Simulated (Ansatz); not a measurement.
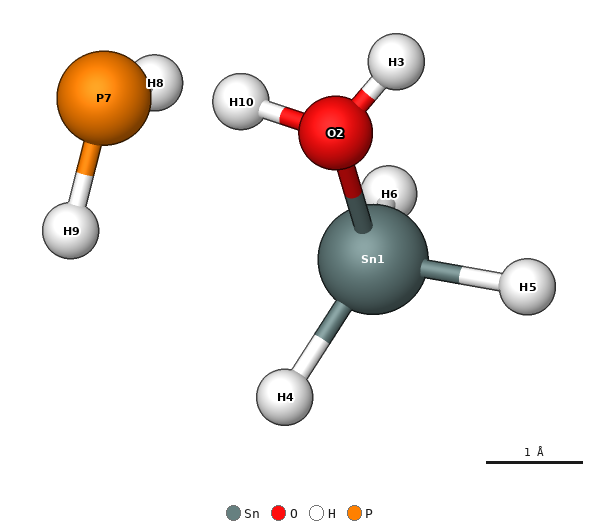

Figure 1. The structure as given in the input (ball-and-stick view, seen at a tilt; atoms are numbered from 1 in the order of the input). Sticks mark near contacts. Bond lengths as drawn: H–O 0.98 to 1.18 Å, H–P 1.44 Å, H–Sn 1.72 to 1.74 Å and O–Sn 2.19 Å.

## Molecular dynamics, with input and output: SnPH7O (part 1 of 3)

- system: SnPH7O
- method: RKS PBE/def2-SVP (Ansatz 0.2.0)

It belongs to a series of runs on one base structure; here: dynamics from the highest image of the converged band. Figures and captions count atoms from 1; the log counts them from 0 in places.

What the program printed
```
Engine: ansatz 0.2.0, aarch64-unknown-linux-gnu
Functional definition: PBE
  parameter kappa = 0.804
  parameter beta = 0.06672455060314922
  exchange = pbe_x(kappa = kappa, mu = beta*pi^2/3)
  correlation = pbe_c(beta = beta)
1047 factors; their error is unknown
mean field evaluation 1: about -17262.5367 eV, gradient 5.1e1 eV
mean field evaluation 2: about -17230.2172 eV, gradient 1.3e2 eV
mean field evaluation 4: about -17267.1507 eV, gradient 1.2e1 eV
mean field evaluation 8: about -17267.7392 eV, gradient 1.9e-1 eV
mean field evaluation 16: about -17267.7223 eV, gradient 5.4e-5 eV
mean field -17267.72232847 eV, -634.5770910887 hartree, gradient 5.4e-5 eV, S^2 0.000000; 0 other end points of the search recorded, 0 dependent functions left out
the calculation of the forces begins
reference -17267.72236893 eV, -634.5770925755 hartree; 26, 26 occupied and 67, 67 virtual orbitals, 1047 factors
md step     0: t =     0.00 fs  T =   100.0 K  F+E_penalty+E_count = -17267.72232847 eV  E_kin = 0.103408 eV  conserved = -17267.61892047 eV  (26 SCF iters)
these checks for a lower state are left out or cut short: starts, cluster_reference, orbital_swaps, neighbouring_geometries, increment
1047 factors; their error is unknown
mean field -17267.72143713 eV, -634.5770583327 hartree, gradient 1.5e-5 eV, S^2 0.000000; 0 other end points of the search recorded, 0 dependent functions left out
the calculation of the forces begins
reference -17267.72147761 eV, -634.5770598203 hartree; 26, 26 occupied and 67, 67 virtual orbitals, 1047 factors
md step     1: t =     0.50 fs  T =    99.1 K  F+E_penalty+E_count = -17267.72143713 eV  E_kin = 0.102525 eV  conserved = -17267.61891258 eV  (28 SCF iters)
[... from here on the SCF iterations and repeated set-up lines of each step are left out, up to the last step ...]
md step     2: t =     1.00 fs  T =    96.7 K  F+E_penalty+E_count = -17267.71891420 eV  E_kin = 0.100023 eV  conserved = -17267.61889077 eV  (28 SCF iters)
md step     3: t =     1.50 fs  T =    93.1 K  F+E_penalty+E_count = -17267.71510365 eV  E_kin = 0.096244 eV  conserved = -17267.61885965 eV  (28 SCF iters)
md step     4: t =     2.00 fs  T =    88.6 K  F+E_penalty+E_count = -17267.71049621 eV  E_kin = 0.091671 eV  conserved = -17267.61882544 eV  (27 SCF iters)
md step     5: t =     2.50 fs  T =    84.0 K  F+E_penalty+E_count = -17267.70563146 eV  E_kin = 0.086837 eV  conserved = -17267.61879436 eV  (27 SCF iters)
md step     6: t =     3.00 fs  T =    79.5 K  F+E_penalty+E_count = -17267.70100024 eV  E_kin = 0.082229 eV  conserved = -17267.61877108 eV  (28 SCF iters)
md step     7: t =     3.50 fs  T =    75.6 K  F+E_penalty+E_count = -17267.69697056 eV  E_kin = 0.078213 eV  conserved = -17267.61875801 eV  (27 SCF iters)
md step     8: t =     4.00 fs  T =    72.5 K  F+E_penalty+E_count = -17267.69374985 eV  E_kin = 0.074995 eV  conserved = -17267.61875507 eV  (27 SCF iters)
md step     9: t =     4.50 fs  T =    70.2 K  F+E_penalty+E_count = -17267.69138600 eV  E_kin = 0.072626 eV  conserved = -17267.61876023 eV  (28 SCF iters)
md step    10: t =     5.00 fs  T =    68.7 K  F+E_penalty+E_count = -17267.68979827 eV  E_kin = 0.071028 eV  conserved = -17267.61877074 eV  (28 SCF iters)
md step    11: t =     5.50 fs  T =    67.7 K  F+E_penalty+E_count = -17267.68882099 eV  E_kin = 0.070037 eV  conserved = -17267.61878410 eV  (28 SCF iters)
md step    12: t =     6.00 fs  T =    67.2 K  F+E_penalty+E_count = -17267.68824320 eV  E_kin = 0.069445 eV  conserved = -17267.61879863 eV  (27 SCF iters)
md step    13: t =     6.50 fs  T =    66.7 K  F+E_penalty+E_count = -17267.68783453 eV  E_kin = 0.069021 eV  conserved = -17267.61881354 eV  (28 SCF iters)
md step    14: t =     7.00 fs  T =    66.3 K  F+E_penalty+E_count = -17267.68735822 eV  E_kin = 0.068530 eV  conserved = -17267.61882814 eV  (28 SCF iters)
md step    15: t =     7.50 fs  T =    65.5 K  F+E_penalty+E_count = -17267.68658273 eV  E_kin = 0.067742 eV  conserved = -17267.61884107 eV  (28 SCF iters)
md step    16: t =     8.00 fs  T =    64.3 K  F+E_penalty+E_count = -17267.68530394 eV  E_kin = 0.066454 eV  conserved = -17267.61884996 eV  (28 SCF iters)
md step    17: t =     8.50 fs  T =    62.4 K  F+E_penalty+E_count = -17267.68338129 eV  E_kin = 0.064529 eV  conserved = -17267.61885234 eV  (28 SCF iters)
md step    18: t =     9.00 fs  T =    59.9 K  F+E_penalty+E_count = -17267.68077740 eV  E_kin = 0.061931 eV  conserved = -17267.61884652 eV  (28 SCF iters)
md step    19: t =     9.50 fs  T =    56.8 K  F+E_penalty+E_count = -17267.67758352 eV  E_kin = 0.058751 eV  conserved = -17267.61883274 eV  (27 SCF iters)
md step    20: t =    10.00 fs  T =    53.4 K  F+E_penalty+E_count = -17267.67401480 eV  E_kin = 0.055201 eV  conserved = -17267.61881385 eV  (27 SCF iters)
md step    21: t =    10.50 fs  T =    49.9 K  F+E_penalty+E_count = -17267.67036929 eV  E_kin = 0.051576 eV  conserved = -17267.61879361 eV  (28 SCF iters)
md step    22: t =    11.00 fs  T =    46.6 K  F+E_penalty+E_count = -17267.66696431 eV  E_kin = 0.048187 eV  conserved = -17267.61877685 eV  (28 SCF iters)
md step    23: t =    11.50 fs  T =    43.8 K  F+E_penalty+E_count = -17267.66406508 eV  E_kin = 0.045298 eV  conserved = -17267.61876690 eV  (28 SCF iters)
md step    24: t =    12.00 fs  T =    41.6 K  F+E_penalty+E_count = -17267.66183139 eV  E_kin = 0.043066 eV  conserved = -17267.61876507 eV  (28 SCF iters)
md step    25: t =    12.50 fs  T =    40.2 K  F+E_penalty+E_count = -17267.66029603 eV  E_kin = 0.041526 eV  conserved = -17267.61877034 eV  (29 SCF iters)
md step    26: t =    13.00 fs  T =    39.3 K  F+E_penalty+E_count = -17267.65938066 eV  E_kin = 0.040601 eV  conserved = -17267.61877969 eV  (29 SCF iters)
md step    27: t =    13.50 fs  T =    38.8 K  F+E_penalty+E_count = -17267.65894244 eV  E_kin = 0.040153 eV  conserved = -17267.61878924 eV  (29 SCF iters)
md step    28: t =    14.00 fs  T =    38.7 K  F+E_penalty+E_count = -17267.65883487 eV  E_kin = 0.040039 eV  conserved = -17267.61879557 eV  (29 SCF iters)
md step    29: t =    14.50 fs  T =    38.8 K  F+E_penalty+E_count = -17267.65896103 eV  E_kin = 0.040164 eV  conserved = -17267.61879701 eV  (29 SCF iters)
md step    30: t =    15.00 fs  T =    39.2 K  F+E_penalty+E_count = -17267.65929910 eV  E_kin = 0.040505 eV  conserved = -17267.61879426 eV  (29 SCF iters)
md step    31: t =    15.50 fs  T =    39.7 K  F+E_penalty+E_count = -17267.65989066 eV  E_kin = 0.041100 eV  conserved = -17267.61879037 eV  (29 SCF iters)
md step    32: t =    16.00 fs  T =    40.6 K  F+E_penalty+E_count = -17267.66079553 eV  E_kin = 0.042007 eV  conserved = -17267.61878897 eV  (29 SCF iters)
md step    33: t =    16.50 fs  T =    41.8 K  F+E_penalty+E_count = -17267.66203523 eV  E_kin = 0.043242 eV  conserved = -17267.61879281 eV  (29 SCF iters)
md step    34: t =    17.00 fs  T =    43.3 K  F+E_penalty+E_count = -17267.66355052 eV  E_kin = 0.044748 eV  conserved = -17267.61880235 eV  (28 SCF iters)
md step    35: t =    17.50 fs  T =    44.9 K  F+E_penalty+E_count = -17267.66519450 eV  E_kin = 0.046379 eV  conserved = -17267.61881548 eV  (29 SCF iters)
md step    36: t =    18.00 fs  T =    46.4 K  F+E_penalty+E_count = -17267.66676523 eV  E_kin = 0.047937 eV  conserved = -17267.61882844 eV  (28 SCF iters)
md step    37: t =    18.50 fs  T =    47.6 K  F+E_penalty+E_count = -17267.66806405 eV  E_kin = 0.049227 eV  conserved = -17267.61883732 eV  (28 SCF iters)
md step    38: t =    19.00 fs  T =    48.5 K  F+E_penalty+E_count = -17267.66895597 eV  E_kin = 0.050116 eV  conserved = -17267.61883962 eV  (28 SCF iters)
md step    39: t =    19.50 fs  T =    48.9 K  F+E_penalty+E_count = -17267.66940946 eV  E_kin = 0.050575 eV  conserved = -17267.61883468 eV  (28 SCF iters)
md step    40: t =    20.00 fs  T =    49.0 K  F+E_penalty+E_count = -17267.66950555 eV  E_kin = 0.050682 eV  conserved = -17267.61882390 eV  (28 SCF iters)
md step    41: t =    20.50 fs  T =    48.9 K  F+E_penalty+E_count = -17267.66941693 eV  E_kin = 0.050607 eV  conserved = -17267.61880975 eV  (28 SCF iters)
md step    42: t =    21.00 fs  T =    48.9 K  F+E_penalty+E_count = -17267.66936911 eV  E_kin = 0.050574 eV  conserved = -17267.61879493 eV  (28 SCF iters)
md step    43: t =    21.50 fs  T =    49.1 K  F+E_penalty+E_count = -17267.66959807 eV  E_kin = 0.050816 eV  conserved = -17267.61878165 eV  (28 SCF iters)
md step    44: t =    22.00 fs  T =    49.8 K  F+E_penalty+E_count = -17267.67031650 eV  E_kin = 0.051546 eV  conserved = -17267.61877090 eV  (23 SCF iters)
md step    45: t =    22.50 fs  T =    51.2 K  F+E_penalty+E_count = -17267.67169654 eV  E_kin = 0.052934 eV  conserved = -17267.61876296 eV  (23 SCF iters)
md step    46: t =    23.00 fs  T =    53.3 K  F+E_penalty+E_count = -17267.67386662 eV  E_kin = 0.055109 eV  conserved = -17267.61875762 eV  (22 SCF iters)
md step    47: t =    23.50 fs  T =    56.2 K  F+E_penalty+E_count = -17267.67691508 eV  E_kin = 0.058160 eV  conserved = -17267.61875464 eV  (22 SCF iters)
md step    48: t =    24.00 fs  T =    60.1 K  F+E_penalty+E_count = -17267.68089042 eV  E_kin = 0.062135 eV  conserved = -17267.61875497 eV  (28 SCF iters)
md step    49: t =    24.50 fs  T =    64.8 K  F+E_penalty+E_count = -17267.68578696 eV  E_kin = 0.067027 eV  conserved = -17267.61876032 eV  (28 SCF iters)
md step    50: t =    25.00 fs  T =    70.3 K  F+E_penalty+E_count = -17267.69151756 eV  E_kin = 0.072745 eV  conserved = -17267.61877264 eV  (28 SCF iters)
md step    51: t =    25.50 fs  T =    76.5 K  F+E_penalty+E_count = -17267.69788419 eV  E_kin = 0.079092 eV  conserved = -17267.61879268 eV  (28 SCF iters)
md step    52: t =    26.00 fs  T =    82.9 K  F+E_penalty+E_count = -17267.70456709 eV  E_kin = 0.085748 eV  conserved = -17267.61881897 eV  (27 SCF iters)
md step    53: t =    26.50 fs  T =    89.3 K  F+E_penalty+E_count = -17267.71114986 eV  E_kin = 0.092303 eV  conserved = -17267.61884719 eV  (28 SCF iters)
md step    54: t =    27.00 fs  T =    95.1 K  F+E_penalty+E_count = -17267.71718607 eV  E_kin = 0.098315 eV  conserved = -17267.61887151 eV  (28 SCF iters)
md step    55: t =    27.50 fs  T =   100.0 K  F+E_penalty+E_count = -17267.72229187 eV  E_kin = 0.103406 eV  conserved = -17267.61888611 eV  (28 SCF iters)
md step    56: t =    28.00 fs  T =   103.8 K  F+E_penalty+E_count = -17267.72623719 eV  E_kin = 0.107350 eV  conserved = -17267.61888717 eV  (28 SCF iters)
md step    57: t =    28.50 fs  T =   106.5 K  F+E_penalty+E_count = -17267.72900569 eV  E_kin = 0.110132 eV  conserved = -17267.61887407 eV  (28 SCF iters)
md step    58: t =    29.00 fs  T =   108.3 K  F+E_penalty+E_count = -17267.73080484 eV  E_kin = 0.111955 eV  conserved = -17267.61884948 eV  (27 SCF iters)
md step    59: t =    29.50 fs  T =   109.5 K  F+E_penalty+E_count = -17267.73202395 eV  E_kin = 0.113205 eV  conserved = -17267.61881847 eV  (28 SCF iters)
md step    60: t =    30.00 fs  T =   110.6 K  F+E_penalty+E_count = -17267.73315381 eV  E_kin = 0.114367 eV  conserved = -17267.61878718 eV  (28 SCF iters)
md step    61: t =    30.50 fs  T =   112.1 K  F+E_penalty+E_count = -17267.73468972 eV  E_kin = 0.115928 eV  conserved = -17267.61876122 eV  (28 SCF iters)
md step    62: t =    31.00 fs  T =   114.4 K  F+E_penalty+E_count = -17267.73704239 eV  E_kin = 0.118298 eV  conserved = -17267.61874449 eV  (28 SCF iters)
md step    63: t =    31.50 fs  T =   117.7 K  F+E_penalty+E_count = -17267.74047646 eV  E_kin = 0.121738 eV  conserved = -17267.61873853 eV  (28 SCF iters)
md step    64: t =    32.00 fs  T =   122.2 K  F+E_penalty+E_count = -17267.74508704 eV  E_kin = 0.126345 eV  conserved = -17267.61874249 eV  (28 SCF iters)
md step    65: t =    32.50 fs  T =   127.7 K  F+E_penalty+E_count = -17267.75081315 eV  E_kin = 0.132059 eV  conserved = -17267.61875372 eV  (28 SCF iters)
md step    66: t =    33.00 fs  T =   134.1 K  F+E_penalty+E_count = -17267.75747640 eV  E_kin = 0.138707 eV  conserved = -17267.61876983 eV  (28 SCF iters)
md step    67: t =    33.50 fs  T =   141.2 K  F+E_penalty+E_count = -17267.76482303 eV  E_kin = 0.146035 eV  conserved = -17267.61878852 eV  (28 SCF iters)
md step    68: t =    34.00 fs  T =   148.7 K  F+E_penalty+E_count = -17267.77255725 eV  E_kin = 0.153749 eV  conserved = -17267.61880872 eV  (28 SCF iters)
md step    69: t =    34.50 fs  T =   156.2 K  F+E_penalty+E_count = -17267.78035924 eV  E_kin = 0.161530 eV  conserved = -17267.61882968 eV  (28 SCF iters)
md step    70: t =    35.00 fs  T =   163.5 K  F+E_penalty+E_count = -17267.78789864 eV  E_kin = 0.169049 eV  conserved = -17267.61884984 eV  (28 SCF iters)
md step    71: t =    35.50 fs  T =   170.2 K  F+E_penalty+E_count = -17267.79486041 eV  E_kin = 0.175994 eV  conserved = -17267.61886631 eV  (29 SCF iters)
md step    72: t =    36.00 fs  T =   176.1 K  F+E_penalty+E_count = -17267.80099099 eV  E_kin = 0.182116 eV  conserved = -17267.61887535 eV  (28 SCF iters)
md step    73: t =    36.50 fs  T =   181.1 K  F+E_penalty+E_count = -17267.80615677 eV  E_kin = 0.187283 eV  conserved = -17267.61887363 eV  (28 SCF iters)
md step    74: t =    37.00 fs  T =   185.2 K  F+E_penalty+E_count = -17267.81039257 eV  E_kin = 0.191532 eV  conserved = -17267.61886046 eV  (28 SCF iters)
md step    75: t =    37.50 fs  T =   188.6 K  F+E_penalty+E_count = -17267.81391286 eV  E_kin = 0.195075 eV  conserved = -17267.61883807 eV  (28 SCF iters)
md step    76: t =    38.00 fs  T =   191.7 K  F+E_penalty+E_count = -17267.81707508 eV  E_kin = 0.198263 eV  conserved = -17267.61881159 eV  (28 SCF iters)
md step    77: t =    38.50 fs  T =   194.9 K  F+E_penalty+E_count = -17267.82030013 eV  E_kin = 0.201513 eV  conserved = -17267.61878719 eV  (27 SCF iters)
md step    78: t =    39.00 fs  T =   198.4 K  F+E_penalty+E_count = -17267.82397527 eV  E_kin = 0.205205 eV  conserved = -17267.61877031 eV  (28 SCF iters)
md step    79: t =    39.50 fs  T =   202.7 K  F+E_penalty+E_count = -17267.82836946 eV  E_kin = 0.209606 eV  conserved = -17267.61876386 eV  (27 SCF iters)
md step    80: t =    40.00 fs  T =   207.7 K  F+E_penalty+E_count = -17267.83358787 eV  E_kin = 0.214820 eV  conserved = -17267.61876747 eV  (28 SCF iters)
md step    81: t =    40.50 fs  T =   213.5 K  F+E_penalty+E_count = -17267.83957807 eV  E_kin = 0.220800 eV  conserved = -17267.61877771 eV  (27 SCF iters)
md step    82: t =    41.00 fs  T =   219.9 K  F+E_penalty+E_count = -17267.84618261 eV  E_kin = 0.227393 eV  conserved = -17267.61878971 eV  (27 SCF iters)
md step    83: t =    41.50 fs  T =   226.7 K  F+E_penalty+E_count = -17267.85321466 eV  E_kin = 0.234415 eV  conserved = -17267.61879926 eV  (27 SCF iters)
md step    84: t =    42.00 fs  T =   233.8 K  F+E_penalty+E_count = -17267.86052435 eV  E_kin = 0.241720 eV  conserved = -17267.61880442 eV  (28 SCF iters)
md step    85: t =    42.50 fs  T =   241.0 K  F+E_penalty+E_count = -17267.86802713 eV  E_kin = 0.249220 eV  conserved = -17267.61880676 eV  (27 SCF iters)
md step    86: t =    43.00 fs  T =   248.4 K  F+E_penalty+E_count = -17267.87568153 eV  E_kin = 0.256871 eV  conserved = -17267.61881005 eV  (26 SCF iters)
md step    87: t =    43.50 fs  T =   255.9 K  F+E_penalty+E_count = -17267.88343108 eV  E_kin = 0.264613 eV  conserved = -17267.61881789 eV  (28 SCF iters)
md step    88: t =    44.00 fs  T =   263.3 K  F+E_penalty+E_count = -17267.89114695 eV  E_kin = 0.272315 eV  conserved = -17267.61883180 eV  (28 SCF iters)
md step    89: t =    44.50 fs  T =   270.5 K  F+E_penalty+E_count = -17267.89860788 eV  E_kin = 0.279759 eV  conserved = -17267.61884919 eV  (28 SCF iters)
md step    90: t =    45.00 fs  T =   277.2 K  F+E_penalty+E_count = -17267.90553963 eV  E_kin = 0.286675 eV  conserved = -17267.61886480 eV  (28 SCF iters)
md step    91: t =    45.50 fs  T =   283.2 K  F+E_penalty+E_count = -17267.91169905 eV  E_kin = 0.292826 eV  conserved = -17267.61887259 eV  (28 SCF iters)
md step    92: t =    46.00 fs  T =   288.3 K  F+E_penalty+E_count = -17267.91696635 eV  E_kin = 0.298097 eV  conserved = -17267.61886911 eV  (28 SCF iters)
md step    93: t =    46.50 fs  T =   292.6 K  F+E_penalty+E_count = -17267.92140001 eV  E_kin = 0.302545 eV  conserved = -17267.61885479 eV  (28 SCF iters)
md step    94: t =    47.00 fs  T =   296.3 K  F+E_penalty+E_count = -17267.92522976 eV  E_kin = 0.306396 eV  conserved = -17267.61883398 eV  (28 SCF iters)
md step    95: t =    47.50 fs  T =   299.8 K  F+E_penalty+E_count = -17267.92878927 eV  E_kin = 0.309976 eV  conserved = -17267.61881311 eV  (27 SCF iters)
```
